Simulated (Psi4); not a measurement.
## Calculation of the molecule and its ions, with input and output: AlH$_{3}$F (charge −1)

The run: calculation of the molecule and its ions of AlH$_{3}$F, charge −1, SMILES [H][Al-]([H])([H])[F]. Method and program: EP2/6-311+G**, RHF (Psi4 1.11).

The geometry comes from this level: GFN2-xTB.

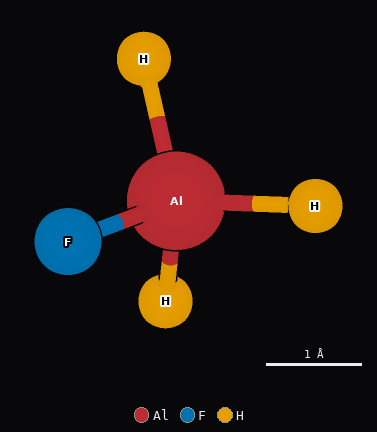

Figure 1. The structure (ball-and-stick view, seen at a tilt). Sticks mark near contacts. Bond lengths as drawn: Al–F 1.70 Å and Al–H 1.61 Å.

The input (calc.in):
```
memory 1600 MB

molecule molecule1 {
  -1 1
  Al
  F 1 r2
  H 1 r3 2 a3
  H 1 r4 3 a4 2 d4
  H 1 r5 3 a5 4 d5

  r2 = 1.695635
  r3 = 1.614109
  a3 = 108.12082
  r4 = 1.614615
  a4 = 110.72353
  d4 = 118.31654
  r5 = 1.614044
  a5 = 110.76822
  d5 = 123.34711
  symmetry c1
}

set ep2_num_ip 2
set ep2_num_ea 1
set df_basis_mp2 def2-tzvp-ri

energy('ep2/6-311+G**')
```

Launch command:
```bash
psi4 -n 1 calc.in calc.out
```

The program's output:
```
Psi4 1.11 release

    SCF Algorithm Type (re)set to DF.

   => Loading Basis Set <=

    Name: 6-311+G**
    Role: ORBITAL
    Keyword: BASIS

         ---------------------------------------------------------
                                   SCF
                              RHF Reference
                        1 Threads,   1525 MiB Core
         ---------------------------------------------------------

  ==> Geometry <==

    Molecular point group: c1
    Full point group: C1

    Geometry (in Angstrom), charge = -1, multiplicity = 1:

       Center              X                  Y                   Z               Mass
    ------------   -----------------  -----------------  -----------------  -----------------
         AL           0.000022835356    -0.000031348593    -0.626377697160    26.981538530000
         F            0.000022835356    -0.000031348593     1.069257302840    18.998403162730
         H            0.000022835356     1.534022325831    -1.128400792113     1.007825032230
         H           -1.329421065533    -0.765833475891    -1.129475713893     1.007825032230
         H            1.328356414077    -0.766758634936    -1.129167122224     1.007825032230

  Running in c1 symmetry.

  Rotational constants: A =      2.36938  B =      0.42445  C =      0.42440 [cm^-1]
  Rotational constants: A =  71032.31067  B =  12724.68475  C =  12723.29200 [MHz]
  Nuclear repulsion =   55.225959031597434

  Charge       = -1
  Multiplicity = 1
  Electrons    = 26
  Nalpha       = 13
  Nbeta        = 13

  ==> Algorithm <==

  SCF Algorithm Type is DF.
  DIIS enabled.
  MOM disabled.
  Fractional occupation disabled.
  Guess Type is SAD.
  Energy threshold   = 1.00e-08
  Density threshold  = 1.00e-08
  Integral threshold = 1.00e-12

  ==> Primary Basis <==

  Basis Set: 6-311+G**
    Blend: 6-311+G**
    Number of shells: 36
    Number of basis functions: 70
    Number of Cartesian functions: 72
    Spherical Harmonics?: true
    Max angular momentum: 2

   => Loading Basis Set <=

    Name: (6-311+G** AUX)
    Role: JKFIT
    Keyword: DF_BASIS_SCF

  ==> Integral Setup <==

  DFHelper Memory: AOs need 0.014 GiB; user supplied 1.118 GiB.
  SCF_SUBTYPE=INCORE selected. In-core MEM_DF algorithm will be used.
  Using in-core AOs.

  ==> MemDFJK: Density-Fitted J/K Matrices <==

    J tasked:                   Yes
    K tasked:                   Yes
    wK tasked:                   No
    Memory [MiB]:              1144
    Algorithm:                 Core
    Schwarz Cutoff:           1E-12
    Mask sparsity (%):       0.5306
    Fitting Condition:        1E-10

   => Auxiliary Basis Set <=

  Basis Set: (6-311+G** AUX)
    Blend: HEAVY-AUG-CC-PVTZ-JKFIT
    Number of shells: 102
    Number of basis functions: 340
    Number of Cartesian functions: 416
    Spherical Harmonics?: true
    Max angular momentum: 4

  Minimum eigenvalue in the overlap matrix is 3.1432816175E-03.
  Reciprocal condition number of the overlap matrix is 5.5261274424E-04.
    Using symmetric orthogonalization.

  ==> Pre-Iterations <==

  SCF Guess: Superposition of Atomic Densities via on-the-fly atomic UHF (no occupation information).

   -------------------------
    Irrep   Nso     Nmo
   -------------------------
     A         70      70
   -------------------------
    Total      70      70
   -------------------------

  ==> Iterations <==

                           Total Energy        Delta E     RMS |[F,P]|

   @DF-RHF iter SAD:  -342.19432570528113   -3.42194e+02   0.00000e+00
   @DF-RHF iter   1:  -343.15897554917541   -9.64650e-01   6.02693e-03 ADIIS/DIIS
   @DF-RHF iter   2:  -343.20207134515272   -4.30958e-02   4.26748e-03 ADIIS/DIIS
   @DF-RHF iter   3:  -343.22503905175267   -2.29677e-02   2.78311e-04 ADIIS/DIIS
   @DF-RHF iter   4:  -343.22533320016805   -2.94148e-04   7.92958e-05 DIIS
   @DF-RHF iter   5:  -343.22536288053323   -2.96804e-05   1.38253e-05 DIIS
   @DF-RHF iter   6:  -343.22536430695470   -1.42642e-06   2.34647e-06 DIIS
   @DF-RHF iter   7:  -343.22536434590955   -3.89549e-08   3.97892e-07 DIIS
   @DF-RHF iter   8:  -343.22536434701527   -1.10572e-09   6.65488e-08 DIIS
   @DF-RHF iter   9:  -343.22536434703932   -2.40448e-11   1.55222e-08 DIIS
   @DF-RHF iter  10:  -343.22536434704085   -1.53477e-12   2.51420e-09 DIIS
  Energy and wave function converged.

  ==> Post-Iterations <==

    Orbital Energies [Eh]
    ---------------------

    Doubly Occupied:

       1A    -58.234890     2A    -26.022959     3A     -4.645862
       4A     -2.962903     5A     -2.961317     6A     -2.961314
       7A     -1.308234     8A     -0.452821     9A     -0.398816
      10A     -0.398811    11A     -0.316132    12A     -0.201394
      13A     -0.201266

    Virtual:

      14A      0.180435    15A      0.185275    16A      0.185282
      17A      0.217723    18A      0.314912    19A      0.344883
      20A      0.345000    21A      0.420665    22A      0.475082
      23A      0.475089    24A      0.513660    25A      0.528162
      26A      0.528215    27A      0.551363    28A      0.636229
      29A      0.724783    30A      0.724999    31A      0.726436
      32A      0.798914    33A      0.936607    34A      0.936710
      35A      1.141159    36A      1.141252    37A      1.191971
      38A      1.196578    39A      1.196676    40A      1.346592
      41A      1.754819    42A      1.754841    43A      1.778271
      44A      1.844482    45A      1.952578    46A      1.952822
      47A      2.025294    48A      2.088648    49A      2.088889
      50A      2.313162    51A      2.512162    52A      2.512533
      53A      2.514223    54A      3.137959    55A      3.138369
      56A      3.161613    57A      4.484079    58A      4.484094
      59A      4.528354    60A      4.528374    61A      4.735345
      62A      5.099511    63A      7.197049    64A      7.197075
      65A      7.246416    66A      9.178102    67A      9.178443
      68A      9.237694    69A     69.034043    70A    123.189290

    Final Occupation by Irrep:
              A
    DOCC [    13 ]
    NA   [    13 ]
    NB   [    13 ]

  @DF-RHF Final Energy:  -343.22536434704085

   => Energetics <=

    Nuclear Repulsion Energy =             55.2259590315974336
    One-Electron Energy =                -594.7692085285398207
    Two-Electron Energy =                 196.3178851499015423
    Total Energy =                       -343.2253643470408520

Computation Completed

Properties will be evaluated at   0.000000,   0.000000,   0.000000 [a0]

Properties computed using the SCF density matrix

 Multipole Moments:

 ------------------------------------------------------------------------------------
     Multipole            Electronic (a.u.)      Nuclear  (a.u.)        Total (a.u.)
 ------------------------------------------------------------------------------------

 L = 1.  Multiply by 2.5417464519 to convert [e a0] to [Debye]
 Dipole X            :          0.0022452           -0.0010194            0.0012258
 Dipole Y            :         -0.0028024            0.0013994           -0.0014029
 Dipole Z            :          4.2886893           -3.6030236            0.6856658
 Magnitude           :                                                    0.6856683

 ------------------------------------------------------------------------------------

	total time  =          1 seconds =       0.02 minutes
   => Loading Basis Set <=

    Name: (6-311+G** AUX)
    Role: RIFIT
    Keyword: DF_BASIS_EP2

         ---------------------------------------------------------
                  Second-Order Electron Propagator Theory

         ---------------------------------------------------------

  DFHelper Memory: AOs need 0.014 GiB; user supplied 1.192 GiB.
  SCF_SUBTYPE=INCORE selected. In-core MEM_DF algorithm will be used.
  Using in-core AOs.

  ==> Algorithm <==

  Number of orbitals:            3
  Maximum iterations:           20
  Convergence threshold:  5.00e-05

  ==> Iterations <==

   --------------------------------------------
    Iter   Residual RMS      Max RMS    Remain
   --------------------------------------------
      1     0.01563036     0.02233689      3
      2     0.00101064     0.00151346      2
      3     0.00000644     0.00000967      0
   --------------------------------------------

  ==> Results <==

    Orbital  Koopmans (eV)     EP2 (eV)   EP2 PS
  ----------------------------------------------
       12A          -5.480        -4.914    0.934
       13A          -5.477        -4.911    0.934
       14A           4.910         4.849    0.997
  ----------------------------------------------

  EP2 has completed successfully!

	total time  =          1 seconds =       0.02 minutes

    Psi4 run time: 0:00:01.36
```

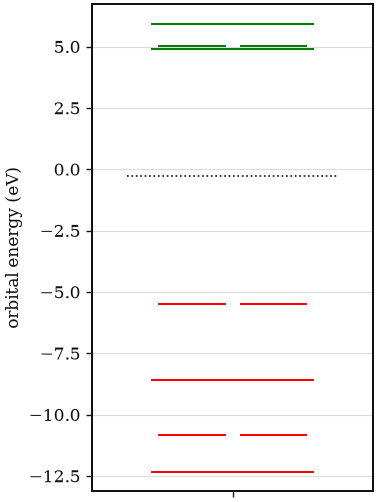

Figure 2. Orbital energies near the frontier; the dotted line parts filled from empty levels, and levels within 0.02 eV of each other stand side by side. Highest filled −5.48 eV, lowest empty 4.91 eV, 10.39 eV apart.

Summary:

| quantity | value |
| --- | --- |
| outcome | converged |
| total energy | −343.225364 hartree |
| basis functions | 70 |
| HOMO | −5.48 eV |
| LUMO | 4.91 eV |
| hardware | 1 thread of Intel Xeon @ 2.50GHz (Skylake/Cascade Lake), 64 GiB of memory available, shared host |
| wall time | 2.6 s |
| peak memory | 0.21 GiB |

Remarks:

Settings chosen away from the usual ones: df_basis_mp2 set to def2-tzvp-ri.
